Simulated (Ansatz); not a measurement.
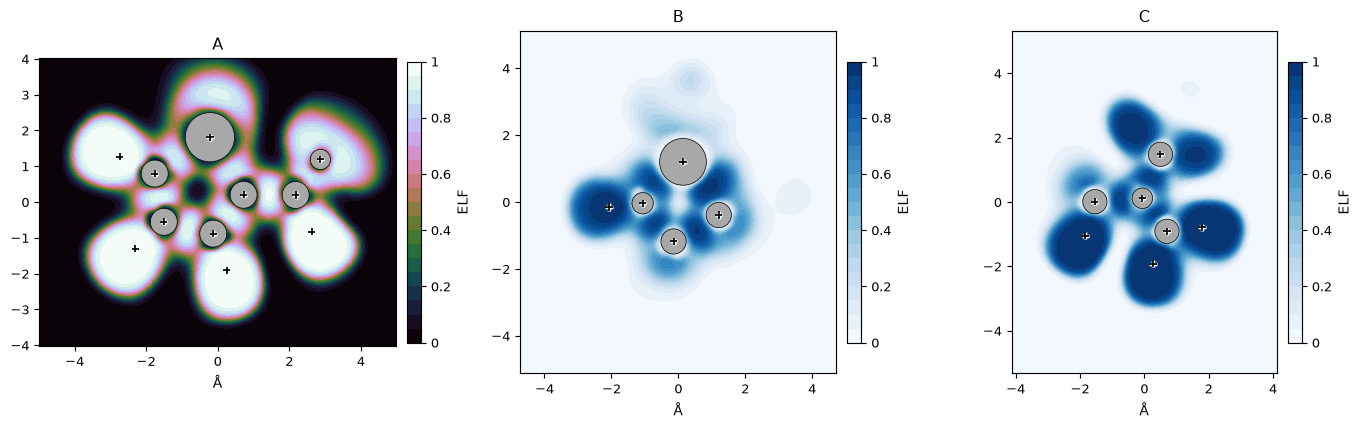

The electron localisation function of 3 systems, each on a plane through atoms (crosses mark nuclei in the plane; grey discs cover the cores).

All numbers below come from isolated molecule in a Gaussian basis; Kohn-Sham density functional theory, functional PBE0 (Ansatz 0.2.0).

System 1: C$_{3}$H$_{10}$N$_{2}$Si, the plane of atoms C2, C3 and N4. Geometry: B3LYP/def2-SVP.

```xyz
16

C     0.5697    1.9759    1.8524
C     1.0777    1.0997    0.7083
C     0.3552    1.2948   -0.6656
N    -0.1967   -0.0579   -0.8191
N    -0.5419   -1.4645    1.7420
Si    0.5234   -0.7357    0.6024
H    -0.5186    1.8650    1.9996
H     0.7653    3.0477    1.6695
H     1.0546    1.7127    2.8070
H     2.1689    1.2212    0.6014
H     1.0586    1.5811   -1.4721
H    -0.4251    2.0816   -0.6196
H    -0.6852   -0.3524   -1.6561
H     1.6153   -1.7531    0.4736
H    -0.2904   -2.2851    2.2807
H    -1.4212   -1.0545    2.0375
```

System 2: C$_{4}$H$_{7}$F$_{3}$N (SMILES C=[N+](C)CC(F)(F)F) (charge +1), the plane of atoms N8, C1 and H10. Geometry: B3LYP/def2-SVP.

```xyz
15

C    -2.2592   -0.4049    0.3196
C    -0.7324    0.3644    2.0371
C     0.0918   -0.6272   -0.1227
C     0.4744    0.5198   -1.0735
F    -0.5710    0.8310   -1.8502
F     1.4878    0.1338   -1.8292
F     0.8210    1.6121   -0.3838
N    -1.0550   -0.2472    0.7305
H    -2.4502   -0.8568   -0.6591
H    -3.0962   -0.0866    0.9497
H    -1.6555    0.6764    2.5392
H    -0.0795    1.2306    1.8618
H    -0.1990   -0.3786    2.6482
H     0.9494   -0.8702    0.5176
H    -0.1692   -1.5084   -0.7235
```

System 3: C$_{5}$H$_{4}$OSe, the molecular plane. Geometry: PBE0-D3(BJ)/def2-SVP.

```yaml
atoms:
  - { symbol: C, position_ang: [-1.8390, -0.4827, 1.4137] }
  - { symbol: C, position_ang: [-1.6552, -0.0072, 0.0500] }
  - { symbol: C, position_ang: [-0.4786, 0.3577, -0.5656] }
  - { symbol: C, position_ang: [-0.6234, 0.7822, -1.9119] }
  - { symbol: C, position_ang: [-1.9166, 0.7560, -2.3710] }
  - { symbol: O, position_ang: [-2.9033, -0.7886, 1.8973] }
  - { symbol: Se, position_ang: [-3.1151, 0.1699, -1.0943] }
  - { symbol: H, position_ang: [-0.8885, -0.5466, 2.0028] }
  - { symbol: H, position_ang: [0.4822, 0.3183, -0.0464] }
  - { symbol: H, position_ang: [0.2158, 1.1023, -2.5323] }
  - { symbol: H, position_ang: [-2.2562, 1.0384, -3.3678] }
```

Match each panel to its system.

Panel A is system 3, C$_{5}$H$_{4}$OSe: the plane holds C, O, Se and H. C–O (1.21 Å): the ELF peaks at about 0.85 between the atoms: a short, multiple covalent bond. Panel B is system 1, C$_{3}$H$_{10}$N$_{2}$Si: the plane holds C, N, Si and H. C–N (1.47 Å): the ELF peaks at about 0.90 between the atoms: a covalent bond. Panel C is system 2, C$_{4}$H$_{7}$F$_{3}$N: the plane holds C, N and H. C–N (1.28 Å): the ELF peaks at about 0.90 between the atoms: localised, covalent bonding.
